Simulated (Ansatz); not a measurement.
# CsSbSe3 in Amm2, a phase reached by a soft mode: a soft mode frozen in, part 3 of 3

Aim: this structure of CsSbSe3 in Amm2, a phase reached by a soft mode is to be tested for unstable modes, and one is followed downhill.

Ansatz 0.2.0; DFT PBEsol, scalar-relativistic, plane waves, PAW; PAW set soft_1.

So far. Step 4 (The mode frozen in, largest atomic shift 0.22 Å): The run ends at a pressure of 0.00 GPa, with forces up to 0.092 eV/Å. Step 5 (Energy along the mode, all amplitudes (two of the runs …): The lowest of the steps tried is at 0.22 Å, 0.768 meV/atom below the parent; the bottom of the well need not coincide with a step.

The structure was built from a prototype and need not be the compound's stable phase.

## (7) The new phase in its own primitive cell

The relaxed structure is symmetrised, reduced to its primitive cell and relaxed tightly, as its phonons need.

The input, input.yaml:

```yaml
crystal:
  lattice:
    - [5.3696163151, 0.0, 0.0]
    - [0.0, 4.2793977772, 0.0]
    - [-2.4152191582, 0.0, 7.4240731477]
  atoms:
    - { symbol: Cs, position: [0.9983644742, 0.0, 0.0520783958] }
    - { symbol: Sb, position: [0.1884227692, 0.5, 0.6009329801] }
    - { symbol: Se, position: [0.470598957, 0.5, 0.3932193004] }
    - { symbol: Se, position: [0.4388423527, 0.5, 0.9223945677] }
    - { symbol: Se, position: [0.8600832273, 0.0, 0.5137619662] }
kpoints:
  mp_grid: { grid: [6, 8, 4] }
hamiltonian:
  xc: pbesol
  pseudopotentials: { kind: paw, azcp: { folder: soft_1 }, xc_functional: pbe }
scf:
  occupations: { method: methfessel_paxton, width: 0.2 }
output:
  forces: true
  stress: true
  eigenvalues: true
relax:
  adjacent_minimum: "off"
  f_tol: 0.001
  max_steps: 60
  cell: { stress_tol: 0.01 }
```

The run is started by

```console
$ ansatz run input.yaml --threads 8 --pin off --max-ram 16384MiB --backend cpu --events-out ev --progress --plain --runs-dir out
```

Numbers of over 12 decimals in the logs are rounded to 6 here.

The log of the run:

```text
[...]
Crystal: 5 atoms, lattice volume = 170.596 Å³
Basis set: ecut = 420 eV, 3315 PW (Γ), exchange–correlation on 72×60×108 points (8 copies of the dense FFT grid, shifted against one another)
Bands: 44, of which v1, the nominal top of the filled ones, is band 36 counted from 1 (35 counted from 0)
Symmetry: 2 space group operations
[...]
k-points: 70 of 192 (time reversal used)
[...]
- [1.273027267863038e-18, 4.281050, 2.112130885249343e-18]
    - [-2.400469, 2.9457355917032156e-18, 7.437340]
  atoms:
    - { symbol: Cs, position: [0.998650, 2.537317359661353e-19, 0.052737] }
    - { symbol: Sb, position: [0.188107, 0.500000, 0.601070] }
    - { symbol: Se, position: [0.470687, 0.500000, 0.392979] }
    - { symbol: Se, position: [0.438894, 0.500000, 0.921468] }
    - { symbol: Se, position: [0.859973, 1.4260060701463889e-19, 0.514132] }
[key lines of the parts left out:]
SCF converged after 8 iterations
Free energy (F): -28269.016007 eV
Fermi energy:    5.916883 eV
P = ⅓ Tr σ = -0.0004 GPa (-0.004 kbar)
```

The job ended after 70 s (8 threads of Arm Neoverse V2, shared host; peak memory 0.9 GiB).

Step by step:

| step | energy less that of the first step (eV) | largest force component (eV/Å) | pressure (GPa) | volume (Å³) |
| --- | --- | --- | --- | --- |
| 1 | 0.0000 | 0.0043 | 0.00 | 170.60 |
| 2 | 0.0000 | 0.0016 | 0.01 | 170.65 |
| 3 | 0.0000 | 0.0029 | 0.00 | 170.73 |
| 4 | 0.0000 | 0.0037 | 0.00 | 170.78 |
| 5 | 0.0000 | 0.0011 | 0.00 | 170.75 |
| 6 | 0.0000 | 0.0007 | 0.00 | 170.73 |
| 7 | 0.0000 | 0.0019 | 0.00 | 170.71 |
| 8 | 0.0000 | 0.0014 | 0.00 | 170.70 |
| 9 | 0.0000 | 0.0009 | 0.00 | 170.70 |
| 10* | 0.0000 | 0.0009 | 0.00 | 170.70 |

Relaxation steps marked * repeat the geometry before them on a plane-wave basis chosen anew for their cell, so energy and pressure can jump there.

The run keeps the 2 symmetry operations that it works with, so distortions that break them were not tested.

| cell as run | before | after | change |
| --- | --- | --- | --- |
| a (Å) | 5.370 | 5.359 | -0.2 % |
| b (Å) | 4.279 | 4.281 | +0.0 % |
| c (Å) | 7.807 | 7.815 | +0.1 % |
| β (°) | 108.02 | 107.81 | -0.2 % |
| volume (Å³/atom) | 34.12 | 34.14 | +0.1 % |

Numbers from this step:

| Property | Result |
| --- | --- |
| pressure | -3.86e-4 GPa |
| volume per atom | 34.14 Å³ |
| gap on the k-mesh | 0.2235 eV |
| direct gap on mesh | 0.4201 eV |

The largest force component left is 0.89 meV/Å and the pressure is 0.000 GPa, within the tolerances set. The cell now holds 34.14 Å³/atom.

## (8) Modes of the new phase

A relaxed structure may still be a saddle point, so its zone-centre modes are computed. No field response is asked.

input.yaml, the sections that differ from step 7:

```yaml
crystal:
  lattice:
    - [5.3589354291, 0.0, 0.0071937953]
    - [0.0, 4.2810495072, 0.0]
    - [-2.4004687666, 0.0, 7.4373395614]
  atoms:
    - { symbol: Cs, position: [0.9986495407, 0.0, 0.0527370766] }
    - { symbol: Sb, position: [0.1881073902, 0.5, 0.6010703763] }
    - { symbol: Se, position: [0.4706873335, 0.5, 0.3929792123] }
    - { symbol: Se, position: [0.4388943113, 0.5, 0.9214683915] }
    - { symbol: Se, position: [0.8599732046, 0.0, 0.5141321535] }
output:
  eigenvalues: true
phonons:
  method: dfpt
# kpoints, hamiltonian, scf: as in step 7
# relax: removed
```

The log of the run:

```text
[...]
Crystal: 5 atoms, lattice volume = 170.700 Å³
Basis set: ecut = 420 eV, 3313 PW (Γ), exchange–correlation on 72×60×108 points (8 copies of the dense FFT grid, shifted against one another)
Bands: 44, of which v1, the nominal top of the filled ones, is band 36 counted from 1 (35 counted from 0)
Symmetry: 2 space group operations
k-points: 70 of 192 (time reversal used)
[...]
SCF iter   1: F=—  HF=-28271.634687 eV  |F-HF|=—  |Δ(HF+E_count)|=         —  Δρ=3.55e-2  dr2=7.96e0  ethr=3.10e-3  ⟨swp⟩=7.5  Hψ=12866  notcnv=0
[...]
SCF iter  15: F=-28269.016007 eV  HF=-28269.016007 eV  |F-HF|=0.00e0  |Δ(HF+E_count)|=  1.46e-11  S|Δr|=    0.00e0  Δρ=2.75e-8  dr2=2.37e-12  ethr=1.00e-12  ⟨swp⟩=15.1  Hψ=18931  notcnv=0
SCF 1 converged in 15 iterations: F = -28269.016007 eV  dr2 = 2.37e-12
[...]
SCF converged after 15 iterations
[...]
Free energy (F): -28269.016007 eV
[...]
Internal energy: -28269.020192 eV  (E = F + TS)
E sigma→0 (E₀):  -28269.017053 eV
Entropy (-TS):   0.004185 eV (0.837 meV/atom)
Fermi energy:    5.916883 eV
[...]
--- Band table (eV; the first three rows and the last of 70) ---
  k-point 0: bands = [... 32 lower, 4.4591, 5.0563, 5.1421, 5.6382, 6.0584, 7.5608, 8.1519, 9.1907, ... 4 higher]
  k-point 1: bands = [... 32 lower, 4.2681, 4.9787, 5.0946, 5.6880, 6.1981, 8.0048, 8.1853, 9.1644, ... 4 higher]
  k-point 2: bands = [... 32 lower, 4.1684, 4.9535, 5.0545, 5.7303, 6.2793, 8.2194, 8.5302, 9.0926, ... 4 higher]
  k-point 69: bands = [... 32 lower, 4.2886, 4.5103, 4.9964, 5.8348, 7.1314, 8.4153, 9.2282, 10.0352, ... 4 higher]
[...]
ASR residual: 1.179e-4 → 0.000e0 eV/Å²; symmetrization residual: 2.799e-5 eV/Å²
  ASR residual per site (eV/Å²): 9.79e-5 7.39e-5 8.58e-5 7.26e-5 1.18e-4
[...]
```

It took 1.9 min on 8 threads; peak memory 2.1 GiB.

This step gave:

| Item | Value |
| --- | --- |
| sum-rule residual before enforcement | 1.18e-4 eV/Å² |
| point group | m |
| highest optical mode at the zone centre (no LO-TO term) | 264.9 cm⁻¹ |
| lowest optical zone-centre mode | -43.96 cm⁻¹ |

Patterns of degenerate modes are one choice out of their space. The modes at Γ (shares of kinetic energy by element, %) (negative means imaginary):

| mode | frequency (cm⁻¹) | symmetry | Cs % | Sb % | Se % |
| --- | --- | --- | --- | --- | --- |
| 1 | -44.0 | A'' | 4 | 15 | 81 |
| 2 | 0.0 | acoustic | 27 | 25 | 48 |
| 3 | 0.0 | acoustic | 27 | 25 | 48 |
| 4 | 0.0 | acoustic | 27 | 25 | 48 |
| 5 | 37.9 | A' | 40 | 15 | 46 |
| 6 | 43.5 | A'' | 34 | 6 | 61 |
| 7 | 57.0 | A' | 72 | 9 | 19 |
| 8 | 80.6 | A'' | 36 | 1 | 64 |
| 9 | 90.2 | A' | 21 | 6 | 73 |
| 10 | 102.8 | A' | 11 | 6 | 83 |
| 11 | 123.6 | A' | 2 | 14 | 84 |
| 12 | 153.0 | A' | 0 | 6 | 94 |
| 13 | 160.3 | A'' | 0 | 53 | 47 |
| 14 | 207.1 | A' | 0 | 48 | 52 |
| 15 | 264.9 | A' | 0 | 47 | 53 |

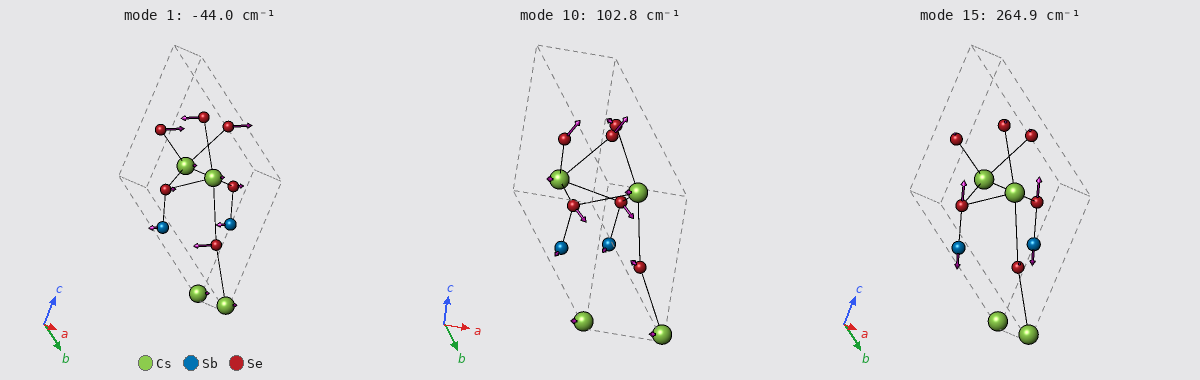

Displacement patterns of modes 1, 10 and 15 at Γ; arrows are exaggerated. Bonds to atoms that aren't drawn are left out. Some periodic images of atoms are drawn too.

Before it was imposed, the acoustic sum rule was missed by 1.2e-4 eV/Å². Small misses are needed for a sound result but don't prove that mesh and cutoff are converged. The lowest optical mode is imaginary, 44.0i cm⁻¹, so the energy falls along it.

## (9) The phases reached

The phases reached along the modes that were followed are set side by side.

Energies are those of the first relaxation, on the mesh of the frozen mode; space group, volume and gap are those of the last relaxation. Phases, by row:

| mode frozen in | space group | energy from parent (meV/atom) | volume (Å³/atom) | gap on mesh (eV) | lowest zone-centre optical mode (cm⁻¹) | largest shift (Å) |
| --- | --- | --- | --- | --- | --- | --- |
| parent | Amm2 | 0 | 31.72 | 0 | – | – |
| q = (0, 0, 0), 30i cm⁻¹ | Pm | -18.23 | 34.14 | 0.224 | -44 | 0.669 |

## (10) Results

| Item | Value |
| --- | --- |
| unstable mode of the parent | q = (0, 0, 0), 30i cm⁻¹ |
| depth at the lowest point sampled | 0.768 meV/atom |
| largest atomic shift at that point | 0.22 Å |
| space group reached (within 0.01 Å) | Pm |
| energy gained over the parent (first relaxation, on the mesh of the frozen mode) | 18.2 meV/atom |
| volume per atom, phase reached | 34.1 Å³ |
| gap on the k-mesh, phase reached | 0.224 eV |
| lowest optical zone-centre mode, phase reached | -44.0 cm⁻¹ |
| highest optical mode at the zone centre (no LO-TO term), phase reached | 265 cm⁻¹ |

In words: Along this mode the structure falls into Pm, 18.2 meV/atom below the parent. At the parent's cell the well is 0.768 meV/atom deep on the steps tried, with its lowest point at a shift of 0.22 Å. Relaxing atoms and cell changes the gain by +17.46 meV/atom against the lowest step (energies at zero smearing). Most of the total comes from this relaxation. The new phase still has an imaginary mode at the zone centre of its cell, so it is a saddle point on the way to a lower structure. How so shallow a well moves with the k mesh was not tested. Each path keeps the symmetry of its pattern, so a lower phase may lie along a pattern not tried. With no gap, or one that is small against the smearing, the frequencies hang on the k mesh and the smearing, most of all near Kohn anomalies. A semilocal functional can close a gap that the real compound would have, so the metallic treatment may be an artefact of the level. Spin-orbit coupling is left out, which can matter for the heavy elements here. The PAW files were made for PBE and serve the other functionals too. The starting cell was built on a prototype and not taken from a measurement, so the phase need not exist.

[Logs are printed without paths, hosts, clocks, repeated set-up lines and the standing remarks that a program may print on its own settings, such as how far it seeks lower states.]

[Hosts, paths, dates, database ids (printed as entryN), source tags and the programs' standing remarks are cut or masked in the printed files.]
